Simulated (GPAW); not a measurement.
# RbCaH3 (Pm-3m): G0W0 with GPAW, start to end, part 2 of 2

How does a plane-wave GW calculation on RbCaH3 (Pm-3m) run from the first input to the gap?

GPAW 26.7.0; LDA and many-body steps on it, plane waves. Known limits of the many-body steps: not at the basis limit; no spin-orbit coupling.

So far. Step 2 (Ground state): The gap is direct, at (0.500, 0.500, 0.000). Step 3 (Empty states on the mesh, 4×4×4 mesh, 121 bands): On this mesh the gap is 2.949 eV.

## 4. Screening and self-energy, 4×4×4 mesh, 111 bands, screening to 65 eV

G0W0 replaces the xc potential by the self-energy, built once from these orbitals. Only a window of levels is corrected, while the sums run over the empty bands that the input names.

This step: G0W0 on LDA, plane waves, PAW.

The input, run.py:

```python
import json
import numpy as np
from gpaw.mpi import world
from gpaw.response.g0w0 import G0W0

gw = G0W0('full.gpw',
    filename='gw',
    kpts=[0, 7],
    bands=(9, 13),
    ecut=65,
    nbands=111,
    integrate_gamma='WS',
    ppa=True)
gw.calculate()
res = {mode: {k: v for k, v in r.items() if k != 'sigma_eskwn'}
       for mode, r in gw.all_results.items()}

if world.rank == 0:
    with open('result.json', 'w') as f:
        json.dump(res, f, default=lambda x: x.tolist())
```

On the command line:

```bash
mpirun -n 4 gpaw python run.py
```

Numbers of over 12 decimals in the logs are rounded to 6 here.

The log of the run:

```text
Using integrator: PointIntegrator
FrequencyGridDescriptor(from 0.000+0.000j to 0.000+27.211j eV, 2 points)
Nonperiodic BCs:  [False False False]
Using integrator: PointIntegrator
FrequencyGridDescriptor(from 0.000+0.000j to 0.000+27.211j eV, 2 points)
Nonperiodic BCs:  [False False False]
  ___  _ _ _
 |   || | | |
 | | || | | |
 |__ ||_____|
 |___|

BZ k-points: Symmetries present (total): 48

  [... matrices ...]
64 k-points: 4 x 4 x 4 Monkhorst-Pack grid + [1/8,1/8,1/8]
10 k-points in the irreducible part of the Brillouin zone
       k-points in crystal coordinates                weights
   0:     0.00000000    0.00000000    0.00000000          1/64
   1:     0.25000000    0.00000000    0.00000000          6/64
   2:     0.25000000    0.25000000    0.00000000         12/64
   3:     0.25000000    0.25000000    0.25000000          8/64
   4:     0.50000000    0.00000000    0.00000000          3/64
   5:     0.50000000    0.25000000    0.00000000         12/64
   6:     0.50000000    0.25000000    0.25000000         12/64
   7:     0.50000000    0.50000000    0.00000000          3/64
   8:     0.50000000    0.50000000    0.25000000          6/64
   9:     0.50000000    0.50000000    0.50000000          1/64

Distributing spins, k-points and bands (1 x 2 x 4) over 4 processes
Number of blocks: 1

Quasi particle states:
k-points (IBZ indices): [0, 7]
Band range: (9, 13)
  [... matrices ...]
Computational parameters:
Plane wave cut-off: 65 eV
Number of bands: 111
Coulomb cutoff: None
Broadening: 0.1 eV

fxc modes: GW
Kernel: RPA
Using Godby-Needs plasmon-pole approximation:
  Fitting energy: i*E0, E0 = 1.000 Hartree
Summing all q:

Calculating screened Coulomb potential
No Coulomb truncation
FrequencyGridDescriptor(from 0.000+0.000j to 0.000+27.211j eV, 2 points)
Removing empty qpoint cache files...

Calculating chi0 body with:
    Ground state adapter containing:
    Number of spins: 1
    Number of kpoints: 64
    Number of irreducible kpoints: 10
    Number of completely occupied states: 11
    Number of partially occupied states: 11
    Occupied states memory: 3.303726 M / cpu

    Linear response parametrization:
    q_c: [0.0, 0.0, 0.0]
    Number of frequency points: 2
    Planewave cutoff: 65.0
    Number of bands: 111
    Number of planewaves: 93
    Broadening (eta): 1e-06
    comm.size: 4
    kncomm.size: 4
    blockcomm.size: 1

    Memory estimate of potentially large arrays:
        chi0_wGG: 0.263947 M / cpu
Integrating chi0 body.

Symmetries of q_c:
    Direct symmetries (Uq -> q): 48
    Indirect symmetries (TUq -> q): 0
In total 48 allowed symmetries.

  [... matrices ...]
10 groups of equivalent kpoints. 84.375% reduction.

Integral kind: response function
Integrating chi0 head and wings.

Symmetries of q_c:
    Direct symmetries (Uq -> q): 48
    Indirect symmetries (TUq -> q): 0
In total 48 allowed symmetries.

  [... matrices ...]
10 groups of equivalent kpoints. 84.375% reduction.

Integral kind: response function wings

Calculating chi0 body with:
    Ground state adapter containing:
    Number of spins: 1
    Number of kpoints: 64
    Number of irreducible kpoints: 10
    Number of completely occupied states: 11
    Number of partially occupied states: 11
    Occupied states memory: 3.303726 M / cpu

[... the further q-points ...]

Results:
f:      Occupation numbers
eps:     KS-eigenvalues [eV]
vxc:     KS vxc [eV]
exx:     Exact exchange [eV]
sigma:   Self-energies [eV]
dsigma:  Self-energy derivatives
Z:       Renormalization factors
qp:      QP-energies [eV]

k-point 0 (0): (0.000, 0.000, 0.000)                GW
band       f     eps     vxc     exx   sigma  dsigma       Z      qp
                                                                   GW
   9   1.000  -0.024 -10.814 -14.186   1.850  -0.274   0.785  -1.218
  10   1.000  -0.024 -10.814 -14.186   1.850  -0.274   0.785  -1.219
  11   0.000   6.217 -14.416  -6.720  -4.439  -0.275   0.784   8.771
  12   0.000   6.217 -14.416  -6.720  -4.439  -0.275   0.784   8.771

k-point 1 (7): (0.500, 0.500, 0.000)                GW
band       f     eps     vxc     exx   sigma  dsigma       Z      qp
                                                                   GW
   9   1.000   0.318 -11.053 -14.636   1.850  -0.263   0.792  -1.054
  10   1.000   0.318 -11.053 -14.636   1.850  -0.263   0.792  -1.054
  11   0.000   3.268  -9.274  -4.402  -3.309  -0.195   0.837   4.576
  12   0.000   5.164 -11.934  -5.466  -3.944  -0.214   0.823   7.242
```

Wall time 51 s (4 MPI ranks of Arm Neoverse V1, shared host); peak memory 1.3 GiB; 3.4 min of CPU time.

Numbers from this step:

```yaml
g0w0_gap_on_the_points_computed: 5.630 eV
least_direct_g0w0_gap_on_the_computed_points: 5.630 eV
z_at_the_valence_top: 0.7920
z_at_the_conduction_bottom: 0.8370
starting_gap_on_the_mesh: 2.949 eV
k_of_the_valence_top: 0.5, 0.5, 0
k_of_the_conduction_bottom: 0.5, 0.5, 0
```

The gap on the mesh goes from 2.95 eV to 5.63 eV, a correction of +2.68 eV.

Limits: finite bands, cutoff and mesh; no spin-orbit coupling. v1 is the top filled band, c1 the lowest empty one. Levels before and after the correction, in eV, zero at the valence-band top of each column:

|  | conduction bottom | valence top |
| --- | --- | --- |
| Kohn-Sham | 2.95 | 0.00 |
| G0W0 | 5.63 | 0.00 |

|  | level | energy (eV) |
| --- | --- | --- |
| Kohn-Sham | (0.5 0.5 0) v2-v1 | 0.000 |
| Kohn-Sham | (0.5 0.5 0) c1 | 2.949 |
| Kohn-Sham | (0.5 0.5 0) c2 | 4.845 |
| G0W0 | (0.5 0.5 0) v2-v1 | 0.000 |
| G0W0 | (0.5 0.5 0) c1 | 5.630 |
| G0W0 | (0.5 0.5 0) c2 | 8.296 |

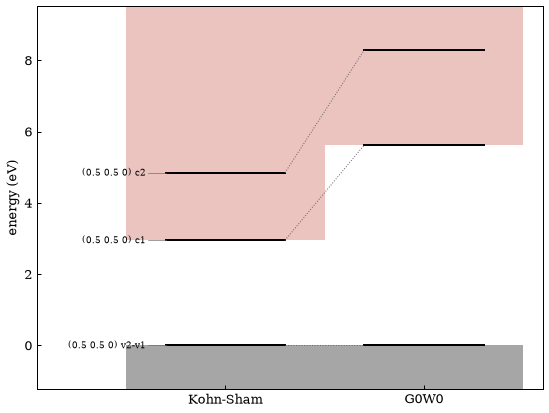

Levels before and after the correction. Shaded: valence and conduction bands.

## 5. Where the time went

Times are wall times on 4 MPI ranks of Arm Neoverse V1, shared host, good to a factor of about two.

| step | time | share | memory (GiB) |
| --- | --- | --- | --- |
| ground state | 11 s | 11 % | 0.7 |
| empty states on the mesh | 38 s | 38 % | 0.77 |
| screening and self-energy | 51 s | 51 % | 1.3 |

## 6. What came out

```
LDA gap              : 2.95 eV, direct
G0W0 gap on the mesh : 5.63 eV
GW settings          : 4×4×4 mesh, 111 bands, screening to 65 eV, Godby-Needs plasmon pole
known limits         : not at the basis limit; no spin-orbit coupling
```

What this shows: G0W0 moves the gap on the mesh from 2.95 eV to 5.63 eV (+2.68 eV), with Z of 0.79 and 0.84 at the edges. Only 2 of the mesh's irreducible points were corrected, so a valley elsewhere could overtake. Bands and cutoff are finite, so the gap is not at the basis limit. The miss can reach some tenths of an eV and take either sign; the mesh is an error of its own. These stock PAW sets were not made for GW. In the G0W0 run levels were corrected at 2 k points alone, so a gap called «on the mesh» is the least over those, and an edge elsewhere would be missed. This is the ideal cubic cell; many perovskites, halides above all, are cubic only on average, and local tilts or off-centring can widen the gap. The many-body steps are scalar-relativistic: spin-orbit coupling is not in them.

[Paths, hosts, dates, memory and timing lines, banners, echoed tables and standing remarks are left out of the program output.]

[Logs are printed without paths, hosts, clocks, repeated set-up lines and the standing remarks that a program may print on its own settings, such as how far it seeks lower states.]

[Runs of the session that timed out or met a known fault of the program may be left out.]

[Hosts, paths, dates, database ids (printed as entryN), source tags and the programs' standing remarks are cut or masked in the printed files.]
